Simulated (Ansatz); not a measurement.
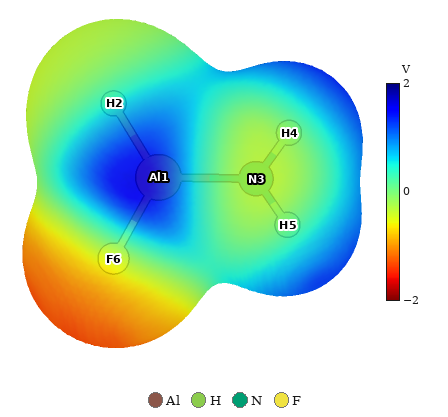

The picture shows: AlFH3N. The molecular electrostatic potential painted on the density surface at 0.001 e/bohr³, seen across its widest extent; red is negative and blue positive.

Computed with RKS PBE/def2-SVP (Ansatz 0.2.0).

```xyz
6

Al    0.0579   -0.0069   -0.0119
H    -0.0406   -0.5473    1.4742
N     1.5770   -0.0127   -0.9288
H     2.4695   -0.3577   -0.5686
H     1.6917    0.3245   -1.8872
F    -1.3130    0.6001   -0.7727
```

> Where is the surface potential most negative and most positive?

The most negative region (about −1.3 V) lies over F6, the most positive (about +1.6 V) over Al1.
